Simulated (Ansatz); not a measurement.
**LiBiCl3: relaxing a made-up structure**

Starting from a made-up structure for LiBiCl3, the aim is the relaxed cell, its shortest contacts and, where a second run follows, its electronic structure.

Calculated with Ansatz 0.2.0; DFT, PBE, plane-wave PAW, files of the set soft_1, scalar-relativistic, no spin, cell and ions relaxed at zero pressure; PAW set soft_1, in the first sound run; inputs show where later runs differ.

### 1. Set-up

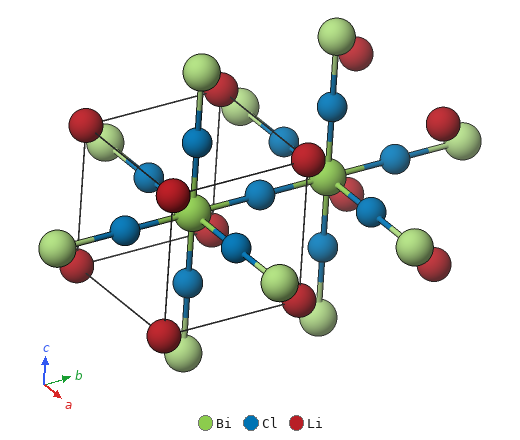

The starting structure, seen from a free direction (bismuth green, chlorine blue, lithium red). 1×2×1 cells are drawn. Some periodic images of atoms are drawn too.

### 2. Relaxation of the guess

The guess takes its coordinates from another compound and its volume from a rule, so the cell and any free coordinates are relaxed together.

input.yaml reads:

```yaml
crystal:
  lattice:
    - [5.093, 0.0, 0.0]
    - [0.0, 5.093, 0.0]
    - [0.0, 0.0, 5.093]
  atoms:
    - { symbol: Bi, position: [0.5, 0.5, 0.5] }
    - { symbol: Cl, position: [0.0, 0.5, 0.5] }
    - { symbol: Cl, position: [0.5, 0.0, 0.5] }
    - { symbol: Cl, position: [0.5, 0.5, 0.0] }
    - { symbol: Li, position: [0.0, 0.0, 0.0] }
kpoints:
  mp_grid: { grid: [5, 5, 5] }
scf:
  occupations: { method: fermi_dirac, width: 0.05 }
hamiltonian:
  xc: pbe
  pseudopotentials: { kind: paw, azcp: { folder: soft_1 } }
relax:
  f_tol: 0.015
  max_steps: 70
  cell: {}
output:
  forces: true
  stress: true
```

The run is started by

```
> ansatz run input.yaml --threads 4 --pin off --max-ram 8192MiB --backend cpu --events-out ev --progress --plain --runs-dir out
```

Numbers of over 12 decimals in the logs are rounded to 6 here.

Log:

```text
Engine: ansatz 0.2.0, aarch64-unknown-linux-gnu
Pseudopotentials: kind: paw
Pseudopotential: Bi, paw, valence charge 15, recommended cutoff 420 eV (normal), soft_1/Bi.paw.azcp
Pseudopotential: Cl, paw, valence charge 7, recommended cutoff 420 eV (normal), soft_1/Cl.paw.azcp
Pseudopotential: Li, paw, valence charge 3, recommended cutoff 420 eV (normal), soft_1/Li.paw.azcp
Functional definition: PBE
  parameter kappa = 0.804
  parameter beta = 0.066725
  exchange = pbe_x(kappa = kappa, mu = beta*pi^2/3)
  correlation = pbe_c(beta = beta)
Crystal: 5 atoms, lattice volume = 132.106 Å³
Basis set: ecut = 420 eV, 2553 PW (Γ), exchange–correlation on 72×72×72 points (8 copies of the dense FFT grid, shifted against one another)
Bands: 25, of which v1, the nominal top of the filled ones, is band 20 counted from 1 (19 counted from 0)
Symmetry: 48 space group operations
Space group: Pm-3m (ITA 221), of the structure as read, at distance tolerance 5.1e-5 Å
k-points: 10 of 125
Non-local potential: Bi, projectors of the file, l = 0: 2, l = 1: 2, l = 2: 2, l = 3: 1
Non-local potential: Cl, projectors of the file, l = 0: 2, l = 1: 2, l = 2: 1
Non-local potential: Li, projectors of the file, l = 0: 3, l = 1: 2, l = 2: 1
PAW form: soft (Blöchl's): semilocal exchange-correlation on the pseudo side does not see the compensation charge
PAW one-centre angular grid: Bi, 590 points (default); XC on 64 Gauss nodes
PAW one-centre angular grid: Cl, 110 points (default); XC on 64 Gauss nodes
PAW one-centre angular grid: Li, 110 points (default); XC on 96 Gauss nodes
Initial density: superposition of atomic densities (chi_scale 0.1, normalization cell), built separately for each of the 2 bonded fragments (scf.initial_density.interfragment_charge_transfer: auto; true builds it for the cell as a whole; a typed value also counts as a typed key of the start: scf.initial_density.chi_scale says what that changes, if anything)
Initial wavefunctions: pseudopotential atomic-orbital guess
Functional: x = pbe(κ = 0.804, μ = 0.219515), c = pbe(β = 0.066725)
SCF iter   1: F=—  HF=-15845.606710 eV  |F-HF|=—  |Δ(HF+E_count)|=         —  Δρ=2.74e-2  dr2=2.69e0  ethr=3.10e-3  ⟨swp⟩=7.9  Hψ=1461  notcnv=0
preconditioner: auto → Kerker (q_TF=auto, 2.226 Å⁻¹)  [metal: Δε(μ)=0.027 eV  Ē_g=8.656 eV  σ=0.050 eV  W_gap=0.13  n_scr=26 (ndim 8)  ℏωp=14.8 eV  f_vac=0.003  D(μ)=3.71/eV (n_scr^D=26)]
SCF iter   2: F=—  HF=-15844.977828 eV  |F-HF|=—  |Δ(HF+E_count)|=   6.29e-1  Δρ=1.64e-2  dr2=1.36e0  ethr=3.10e-3  ⟨swp⟩=2.8  Hψ=578  notcnv=0  defer=4
SCF iter   3: F=—  HF=-15844.540192 eV  |F-HF|=—  |Δ(HF+E_count)|=   4.38e-1  Δρ=3.83e-3  dr2=9.03e-2  ethr=3.10e-3  ⟨swp⟩=3.8  Hψ=673  notcnv=0  defer=5
SCF iter   4: F=—  HF=-15844.529764 eV  |F-HF|=—  |Δ(HF+E_count)|=   1.04e-2  Δρ=1.59e-3  dr2=7.43e-3  ethr=2.32e-4  ⟨swp⟩=3.8  Hψ=408  notcnv=0  defer=5
SCF iter   5: F=—  HF=-15844.529501 eV  |F-HF|=—  |Δ(HF+E_count)|=   2.64e-4  Δρ=9.41e-4  dr2=6.21e-3  ethr=1.90e-5  ⟨swp⟩=2.3  Hψ=415  notcnv=0  defer=5
SCF iter   6: F=—  HF=-15844.528468 eV  |F-HF|=—  |Δ(HF+E_count)|=   1.03e-3  Δρ=2.26e-4  dr2=1.90e-4  ethr=1.59e-5  ⟨swp⟩=2.8  Hψ=381  notcnv=0  defer=4
SCF iter   7: F=—  HF=-15844.528495 eV  |F-HF|=—  |Δ(HF+E_count)|=   2.71e-5  Δρ=6.90e-5  dr2=9.25e-6  ethr=4.87e-7  ⟨swp⟩=2.3  Hψ=371  notcnv=0  defer=4
SCF iter   8: F=—  HF=-15844.528604 eV  |F-HF|=—  |Δ(HF+E_count)|=   1.09e-4  Δρ=2.26e-5  dr2=1.96e-6  ethr=2.37e-8  ⟨swp⟩=2.2  Hψ=453  notcnv=0  defer=3
SCF iter   9: F=—  HF=-15844.528605 eV  |F-HF|=—  |Δ(HF+E_count)|=   1.65e-6  Δρ=1.06e-5  dr2=6.76e-7  ethr=5.03e-9  ⟨swp⟩=2.4  Hψ=355  notcnv=0  defer=3
SCF iter  10: F=-15844.528605 eV  HF=-15844.528605 eV  |F-HF|=5.64e-9  |Δ(HF+E_count)|=   1.54e-7  Δρ=2.71e-6  dr2=3.53e-8  ethr=2.56e-10  ⟨swp⟩=3.6  Hψ=1020  notcnv=0
SCF 1 converged in 10 iterations: F = -15844.528605 eV  dr2 = 3.53e-8
  greatest PAW one-centre occupation: 1.000 electrons in one spin orbital (limit 2), on the Li atom at site 4 (counted from 0), in its partial waves of l = 0
relax step   1: F+E_penalty+E_count = -15844.52860544 eV  Δ(F+E_penalty+E_count) = +0.000e0 eV  max|allowed force component| = 6.640e-30 eV/Å  Δτ_max = 0.0000 Å  P = +13.767 GPa  Ω = 132.106 Å³  (10 SCF iters, dr2 threshold 1.00e-7 eV, accepted)
Crystal: 5 atoms, lattice volume = 152.383 Å³
Basis set: ecut = 420 eV, 2945 PW (Γ), exchange–correlation on 72×72×72 points (8 copies of the dense FFT grid, shifted against one another)
Initial density: handed on by an earlier stage of this run
Initial wavefunctions: those handed on with the density
iter 1 solved again at ethr=1.56e-4 eV; its pass at ethr=3.10e-3 eV (dr2=6.08e-2 eV) is discarded
SCF iter   1: F=—  HF=-15845.718068 eV  |F-HF|=—  |Δ(HF+E_count)|=         —  Δρ=3.86e-3  dr2=5.91e-2  ethr=1.56e-4  ⟨swp⟩=1.2  Hψ=1680  notcnv=0
preconditioner: auto → LDOS  [metal: Δε(μ)=0.118 eV  Ē_g=7.827 eV  σ=0.050 eV  W_gap=0.49  n_scr=26 (ndim 8)  ℏωp=13.8 eV  f_vac=0.174  D(μ)=3.63/eV (n_scr^D=26)  β→1.0]
SCF iter   2: F=—  HF=-15845.700827 eV  |F-HF|=—  |Δ(HF+E_count)|=   1.72e-2  Δρ=1.89e-3  dr2=6.68e-3  ethr=1.51e-4  ⟨swp⟩=2.8  Hψ=508  notcnv=0
SCF iter   3: F=—  HF=-15845.703755 eV  |F-HF|=—  |Δ(HF+E_count)|=   2.93e-3  Δρ=9.95e-4  dr2=1.78e-3  ethr=1.71e-5  ⟨swp⟩=2.0  Hψ=490  notcnv=0
SCF iter   4: F=—  HF=-15845.703129 eV  |F-HF|=—  |Δ(HF+E_count)|=   6.26e-4  Δρ=2.08e-4  dr2=5.67e-5  ethr=4.57e-6  ⟨swp⟩=2.0  Hψ=435  notcnv=0
SCF iter   5: F=—  HF=-15845.703244 eV  |F-HF|=—  |Δ(HF+E_count)|=   1.15e-4  Δρ=2.59e-5  dr2=8.84e-7  ethr=1.45e-7  ⟨swp⟩=2.3  Hψ=435  notcnv=0
SCF iter   6: F=-15845.703244 eV  HF=-15845.703244 eV  |F-HF|=4.07e-10  |Δ(HF+E_count)|=   7.53e-7  Δρ=5.51e-6  dr2=7.42e-8  ethr=1.28e-9  ⟨swp⟩=4.9  Hψ=937  notcnv=0
SCF 2 converged in 6 iterations: F = -15845.703244 eV  dr2 = 7.42e-8
relax step   2: F+E_penalty+E_count = -15845.70324435 eV  Δ(F+E_penalty+E_count) = -1.175e0 eV  max|allowed force component| = 6.840e-30 eV/Å  Δτ_max = 0.0000 Å  P = +5.603 GPa  Ω = 152.383 Å³  energy of the carried Pulay correction = -1.078e-3 eV  (6 SCF iters, dr2 threshold 5.00e-7 eV, accepted)
Crystal: 5 atoms, lattice volume = 170.259 Å³
Basis set: ecut = 420 eV, 3287 PW (Γ), exchange–correlation on 72×72×72 points (8 copies of the dense FFT grid, shifted against one another)
iter 1 solved again at ethr=9.65e-5 eV; its pass at ethr=3.10e-3 eV (dr2=3.76e-2 eV) is discarded
SCF iter   1: F=—  HF=-15846.096456 eV  |F-HF|=—  |Δ(HF+E_count)|=         —  Δρ=2.90e-3  dr2=3.73e-2  ethr=9.65e-5  ⟨swp⟩=1.4  Hψ=1695  notcnv=0
preconditioner: auto → LDOS  [metal: Δε(μ)=0.074 eV  Ē_g=7.300 eV  σ=0.050 eV  W_gap=0.33  n_scr=26 (ndim 8)  ℏωp=13.0 eV  f_vac=0.249  D(μ)=4.01/eV (n_scr^D=26)  β→1.0]
SCF iter   2: F=—  HF=-15846.084008 eV  |F-HF|=—  |Δ(HF+E_count)|=   1.24e-2  Δρ=1.59e-3  dr2=5.90e-3  ethr=9.56e-5  ⟨swp⟩=2.0  Hψ=490  notcnv=0
SCF iter   3: F=—  HF=-15846.085062 eV  |F-HF|=—  |Δ(HF+E_count)|=   1.05e-3  Δρ=8.75e-4  dr2=2.36e-3  ethr=1.51e-5  ⟨swp⟩=2.0  Hψ=490  notcnv=0
SCF iter   4: F=—  HF=-15846.084419 eV  |F-HF|=—  |Δ(HF+E_count)|=   6.43e-4  Δρ=3.13e-4  dr2=2.40e-4  ethr=6.05e-6  ⟨swp⟩=2.0  Hψ=416  notcnv=0
SCF iter   5: F=—  HF=-15846.084370 eV  |F-HF|=—  |Δ(HF+E_count)|=   4.92e-5  Δρ=5.15e-5  dr2=8.29e-6  ethr=6.14e-7  ⟨swp⟩=2.2  Hψ=382  notcnv=0
SCF iter   6: F=—  HF=-15846.084371 eV  |F-HF|=—  |Δ(HF+E_count)|=   7.63e-7  Δρ=1.38e-5  dr2=5.30e-7  ethr=2.12e-8  ⟨swp⟩=2.0  Hψ=450  notcnv=0
SCF iter   7: F=-15846.084371 eV  HF=-15846.084371 eV  |F-HF|=1.02e-8  |Δ(HF+E_count)|=   1.93e-7  Δρ=2.00e-6  dr2=9.62e-9  ethr=1.28e-9  ⟨swp⟩=4.4  Hψ=824  notcnv=0
SCF 3 converged in 7 iterations: F = -15846.084371 eV  dr2 = 9.62e-9
relax step   3: F+E_penalty+E_count = -15846.08437084 eV  Δ(F+E_penalty+E_count) = -3.811e-1 eV  max|allowed force component| = 1.049e-29 eV/Å  Δτ_max = 0.0000 Å  P = +1.550 GPa  Ω = 170.259 Å³  energy of the carried Pulay correction = -1.909e-3 eV  (7 SCF iters, dr2 threshold 5.00e-7 eV, accepted)
Crystal: 5 atoms, lattice volume = 178.248 Å³
Basis set: ecut = 420 eV, 3431 PW (Γ), exchange–correlation on 72×72×72 points (8 copies of the dense FFT grid, shifted against one another)
iter 1 solved again at ethr=2.21e-5 eV; its pass at ethr=3.10e-3 eV (dr2=8.64e-3 eV) is discarded
SCF iter   1: F=—  HF=-15846.131703 eV  |F-HF|=—  |Δ(HF+E_count)|=         —  Δρ=1.29e-3  dr2=8.61e-3  ethr=2.21e-5  ⟨swp⟩=2.1  Hψ=1568  notcnv=0
preconditioner: auto → LDOS  [metal: Δε(μ)=0.071 eV  Ē_g=9.557 eV  σ=0.050 eV  W_gap=0.33  n_scr=26 (ndim 8)  ℏωp=14.4 eV  f_vac=0.266  D(μ)=4.20/eV (n_scr^D=26)  β→1.0]
SCF iter   2: F=—  HF=-15846.128801 eV  |F-HF|=—  |Δ(HF+E_count)|=   2.90e-3  Δρ=8.08e-4  dr2=2.16e-3  ethr=2.21e-5  ⟨swp⟩=2.3  Hψ=406  notcnv=0
SCF iter   3: F=—  HF=-15846.128683 eV  |F-HF|=—  |Δ(HF+E_count)|=   1.18e-4  Δρ=4.82e-4  dr2=8.01e-4  ethr=5.53e-6  ⟨swp⟩=2.1  Hψ=313  notcnv=0
SCF iter   4: F=—  HF=-15846.128445 eV  |F-HF|=—  |Δ(HF+E_count)|=   2.38e-4  Δρ=1.40e-4  dr2=3.25e-5  ethr=2.05e-6  ⟨swp⟩=2.0  Hψ=412  notcnv=0
SCF iter   5: F=—  HF=-15846.128376 eV  |F-HF|=—  |Δ(HF+E_count)|=   6.89e-5  Δρ=1.47e-5  dr2=2.78e-7  ethr=1.28e-9  ⟨swp⟩=4.0  Hψ=1232  notcnv=0
SCF iter   6: F=-15846.128376 eV  HF=-15846.128376 eV  |F-HF|=9.11e-9  |Δ(HF+E_count)|=   4.00e-7  Δρ=4.09e-6  dr2=3.83e-8  ethr=7.14e-10  ⟨swp⟩=2.5  Hψ=952  notcnv=0
SCF 4 converged in 6 iterations: F = -15846.128376 eV  dr2 = 3.83e-8
  greatest PAW one-centre occupation: 0.999 electrons in one spin orbital (limit 2), on the Li atom at site 4 (counted from 0), in its partial waves of l = 0
relax step   4: F+E_penalty+E_count = -15846.12837615 eV  Δ(F+E_penalty+E_count) = -4.401e-2 eV  max|allowed force component| = 8.416e-29 eV/Å  Δτ_max = 0.0000 Å  P = +0.273 GPa  Ω = 178.248 Å³  energy of the carried Pulay correction = -2.250e-3 eV  (6 SCF iters, dr2 threshold 5.00e-7 eV, accepted)
Crystal: 5 atoms, lattice volume = 180.207 Å³
Basis set: ecut = 420 eV, 3575 PW (Γ), exchange–correlation on 72×72×72 points (8 copies of the dense FFT grid, shifted against one another)
iter 1 solved again at ethr=1.83e-6 eV; its pass at ethr=3.10e-3 eV (dr2=7.15e-4 eV) is discarded
SCF iter   1: F=—  HF=-15846.130221 eV  |F-HF|=—  |Δ(HF+E_count)|=         —  Δρ=3.13e-4  dr2=5.35e-4  ethr=1.83e-6  ⟨swp⟩=2.1  Hψ=1405  notcnv=0
preconditioner: auto → LDOS  [metal: Δε(μ)=0.073 eV  Ē_g=9.530 eV  σ=0.050 eV  W_gap=0.33  n_scr=26 (ndim 8)  ℏωp=14.4 eV  f_vac=0.267  D(μ)=4.23/eV (n_scr^D=26)  β→1.0]
SCF iter   2: F=—  HF=-15846.130041 eV  |F-HF|=—  |Δ(HF+E_count)|=   1.80e-4  Δρ=2.06e-4  dr2=1.49e-4  ethr=1.37e-6  ⟨swp⟩=2.3  Hψ=379  notcnv=0
SCF iter   3: F=—  HF=-15846.129943 eV  |F-HF|=—  |Δ(HF+E_count)|=   9.77e-5  Δρ=1.23e-4  dr2=5.08e-5  ethr=3.82e-7  ⟨swp⟩=2.3  Hψ=354  notcnv=0
SCF iter   4: F=—  HF=-15846.129928 eV  |F-HF|=—  |Δ(HF+E_count)|=   1.55e-5  Δρ=3.47e-5  dr2=1.75e-6  ethr=1.30e-7  ⟨swp⟩=2.0  Hψ=412  notcnv=0
SCF iter   5: F=-15846.129929 eV  HF=-15846.129929 eV  |F-HF|=1.69e-8  |Δ(HF+E_count)|=   1.36e-6  Δρ=3.18e-6  dr2=1.35e-8  ethr=4.77e-10  ⟨swp⟩=3.3  Hψ=1047  notcnv=0
SCF 5 converged in 5 iterations: F = -15846.129929 eV  dr2 = 1.35e-8
relax step   5: F+E_penalty+E_count = -15846.12992935 eV  Δ(F+E_penalty+E_count) = -1.553e-3 eV  max|allowed force component| = 1.169e-29 eV/Å  Δτ_max = 0.0000 Å  P = -0.003 GPa  Ω = 180.207 Å³  energy of the carried Pulay correction = -2.331e-3 eV  (5 SCF iters, dr2 threshold 1.86e-7 eV, accepted)
Basis set: ecut = 420 eV, 3575 PW (Γ), exchange–correlation on 80×80×80 points (8 copies of the dense FFT grid, shifted against one another)
Initial wavefunctions: pseudopotential atomic-orbital guess (no wavefunctions were taken with the density)
iter 1 solved again at ethr=2.77e-7 eV; its pass at ethr=3.10e-3 eV (dr2=1.08e-4 eV) is discarded
SCF iter   1: F=—  HF=-15846.128013 eV  |F-HF|=—  |Δ(HF+E_count)|=         —  Δρ=3.52e-4  dr2=3.10e-5  ethr=2.77e-7  ⟨swp⟩=3.6  Hψ=2134  notcnv=0
preconditioner: auto → LDOS  [metal: Δε(μ)=0.072 eV  Ē_g=9.499 eV  σ=0.050 eV  W_gap=0.33  n_scr=26 (ndim 8)  ℏωp=14.4 eV  f_vac=0.269  D(μ)=4.24/eV (n_scr^D=26)  β→1.0]
SCF iter   2: F=—  HF=-15846.134335 eV  |F-HF|=—  |Δ(HF+E_count)|=   6.32e-3  Δρ=6.68e-5  dr2=2.54e-5  ethr=7.96e-8  ⟨swp⟩=2.3  Hψ=507  notcnv=0
SCF iter   3: F=—  HF=-15846.134230 eV  |F-HF|=—  |Δ(HF+E_count)|=   1.04e-4  Δρ=3.98e-5  dr2=6.12e-6  ethr=6.52e-8  ⟨swp⟩=2.0  Hψ=451  notcnv=0
SCF iter   4: F=—  HF=-15846.134334 eV  |F-HF|=—  |Δ(HF+E_count)|=   1.04e-4  Δρ=1.05e-5  dr2=2.46e-7  ethr=1.57e-8  ⟨swp⟩=2.0  Hψ=447  notcnv=0
SCF iter   5: F=—  HF=-15846.134344 eV  |F-HF|=—  |Δ(HF+E_count)|=   9.14e-6  Δρ=3.92e-6  dr2=4.15e-8  ethr=6.30e-10  ⟨swp⟩=2.0  Hψ=448  notcnv=0
SCF iter   6: F=—  HF=-15846.134344 eV  |F-HF|=—  |Δ(HF+E_count)|=   8.46e-8  Δρ=1.82e-6  dr2=2.27e-8  ethr=1.06e-10  ⟨swp⟩=2.0  Hψ=438  notcnv=0
SCF iter   7: F=—  HF=-15846.134344 eV  |F-HF|=—  |Δ(HF+E_count)|=   1.48e-9  Δρ=7.02e-7  dr2=2.93e-9  ethr=5.83e-11  ⟨swp⟩=2.7  Hψ=430  notcnv=0
SCF iter   8: F=—  HF=-15846.134344 eV  |F-HF|=—  |Δ(HF+E_count)|=   1.08e-9  Δρ=1.30e-7  dr2=1.37e-10  ethr=7.51e-12  ⟨swp⟩=2.0  Hψ=401  notcnv=0
SCF iter   9: F=-15846.134344 eV  HF=-15846.134344 eV  |F-HF|=9.09e-12  |Δ(HF+E_count)|=  9.46e-11  Δρ=5.55e-8  dr2=1.94e-11  ethr=1.00e-12  ⟨swp⟩=4.7  Hψ=816  notcnv=0
SCF 6 converged in 9 iterations: F = -15846.134344 eV  dr2 = 1.94e-11
relax step   6: F+E_penalty+E_count = -15846.13434371 eV  Δ(F+E_penalty+E_count) = -4.414e-3 eV  max|allowed force component| = 2.999e-29 eV/Å  Δτ_max = 0.0000 Å  P = +0.028 GPa  Ω = 180.207 Å³  stress off target by 2.78e-2 GPa  SCF on the basis re-selected at this cell (its energy is not comparable with the rows above)  (9 SCF iters)
basis re-selected at this cell: Δ(F+E_penalty+E_count) = -4.414e-3 eV, ΔP = +0.031 GPa vs the last step (what re-selecting the basis moved, of the pressure what is left beyond the Pulay correction that the steps carried, after the strain that the cell walked since its last selection, with what the two solves' SCF thresholds leave and, on support functions, any second-order correction that the steps lacked; it is no measure of the basis error at this ecutwfc). The dense FFT grid was sized anew with the basis: this SCF ran on 40×40×40 points, the steps before it on 36×36×36, so part of this shift can come from that change (see relax.cell in the input reference). [rest of the remark cut]
SCF converged after 9 iterations
Free energy (F): -15846.134344 eV
Harris-Foulkes:  -15846.134344 eV  (|F-HF|=9.09e-12)
Internal energy: -15846.100660 eV  (E = F + TS)
E sigma→0 (E₀):  -15846.117502 eV
Entropy (-TS):   -0.033684 eV (-6.737 meV/atom)
Fermi energy:    3.808795 eV
--- Per-component energies (eV) ---
  E_band       = -397.769435
  E_kinetic    = 722.656494
  E_local      = -3300.698505  (includes V_loc(G=0)·N_el)
  E_nonlocal   = 482.461837
  E_hartree    = 1252.769779
  E_xc         = -482.736070
  E_vxc        = -491.312438  (∫ρ·V_xc dr)
  E_paw        = -12661.728859  (= ΣΔE_a)
  E_vpaw       = -316.417354  (= ΣTr[D̂ρ^β])
  E_aug_tail   = 0.000775  (compensation charges beyond the density's cutoff)
  E_ewald      = -1858.826111
  E_smearing   = -0.033684  (= −TS)
  E_closure    = -0.000000  (closes the sum)
  Σ components = -15846.134344   (vs F -15846.134344, Δ=0.00e0)
--- Forces (eV/Å), atoms counted from 1 ---
  atom   1  Bi    -0.00000000     0.00000000     0.00000000
  atom   2  Cl    -0.00000000     0.00000000    -0.00000000
  atom   3  Cl    -0.00000000     0.00000000    -0.00000000
  atom   4  Cl     0.00000000     0.00000000     0.00000000
  atom   5  Li     0.00000000     0.00000000    -0.00000000
  max |Σ_I F_I| component: 3.94e-29 eV/Å
--- Stress (GPa, compression-positive) ---
        0.027791       0.000000      -0.000000
        0.000000       0.027791       0.000000
       -0.000000       0.000000       0.027791
  P = ⅓ Tr σ = 0.0278 GPa (0.278 kbar)
--- Relaxed structure (5 steps of the walk, 5 accepted, 1 SCFs on fresh bases) ---
  F+E_penalty+E_count = -15846.13434371 eV   max|allowed force component| = 2.999e-29 eV/Å   (the final SCF, on the basis selected at the relaxed cell)
  cell:  # Å, volume = 180.2075 Å³
    - [5.648384, 0, 0]
    - [0, 5.648384, 0]
    - [0, 0, 5.648384]
  atoms:
    - { symbol: Bi, position: [0.5, 0.5, 0.5] }
    - { symbol: Cl, position: [0, 0.5, 0.5] }
    - { symbol: Cl, position: [0.5, 0, 0.5] }
    - { symbol: Cl, position: [0.5, 0.5, 0] }
    - { symbol: Li, position: [0, 0, 0] }
```

Elapsed: 4.1 s, on 4 threads of Arm Neoverse V2, shared host; peak memory 0.44 GiB; 13 s of CPU time.

This run has no spin polarisation although its electron count is odd.

Relaxation path:

```tsv
step	energy less that of the first step (eV)	largest force component (eV/Å)	pressure (GPa)	volume (Å³)
1	0.0000	0.0000	13.77	132.11
2	-1.1746	0.0000	5.60	152.38
3	-1.5558	0.0000	1.55	170.26
4	-1.5998	0.0000	0.27	178.25
5	-1.6013	0.0000	0.00	180.21
6*	-1.6057	0.0000	0.03	180.21
```

Relaxation steps marked * repeat the geometry before them on a plane-wave basis chosen anew for their cell, so energy and pressure can jump there.

The run keeps the 48 symmetry operations that it works with, so distortions that break them were not tested.

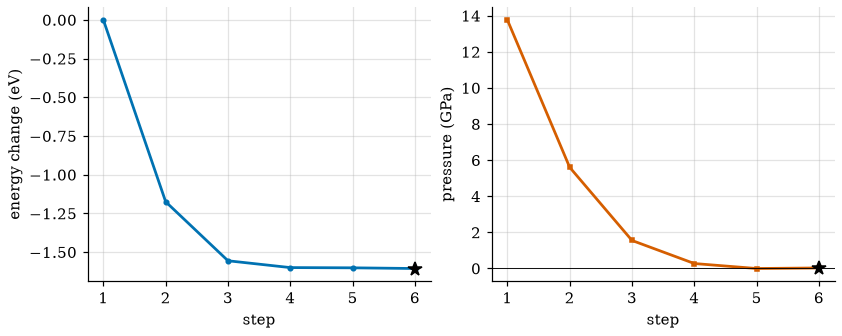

Energy and pressure along the relaxation. Stars mark steps on a basis chosen anew.

```tsv
conventional cell, symmetrised	before	after	change
a (Å)	5.093	5.648	+10.9 %
b (Å)	5.093	5.648	+10.9 %
c (Å)	5.093	5.648	+10.9 %
volume (Å³/atom)	26.42	36.04	+36.4 %
```

Final coordinates:

```cif
data_structure
_symmetry_space_group_name_H-M 'P 1'
_symmetry_Int_Tables_number 1
_cell_length_a 5.6484
_cell_length_b 5.6484
_cell_length_c 5.6484
_cell_angle_alpha 90.000
_cell_angle_beta 90.000
_cell_angle_gamma 90.000
_cell_volume 180.21
loop_
_atom_site_label
_atom_site_type_symbol
_atom_site_fract_x
_atom_site_fract_y
_atom_site_fract_z
_atom_site_occupancy
Bi1 Bi 0.50000 0.50000 0.50000 1
Cl2 Cl 0.00000 0.50000 0.50000 1
Cl3 Cl 0.50000 0.00000 0.50000 1
Cl4 Cl 0.50000 0.50000 0.00000 1
Li5 Li 0.00000 0.00000 0.00000 1
```

This step gave:

```
free energy             : -15846.1343 eV
energy at zero smearing : -15846.1175 eV
smearing term TS        : 0.03368 eV
Fermi energy            : 3.809 eV
electrons               : 39
symmetry operations     : 48
pressure                : 0.02779 GPa
```

The shortest distance of each pair, which need not be the same contact before and after:

```tsv
pair	guess (Å)	relaxed (Å)
Bi–Cl	2.546	2.824
Cl–Li	3.601	3.994
Cl–Cl	3.601	3.994
Bi–Li	4.411	4.892
```

The relaxation ends with a pressure of 0.03 GPa.

[end of part 1 of 2]

[Logs are printed without paths, hosts, clocks, repeated set-up lines and the standing remarks that a program may print on its own settings, such as how far it seeks lower states.]

[Hosts, paths, dates, database ids (printed as entryN), source tags and the programs' standing remarks are cut or masked in the printed files.]
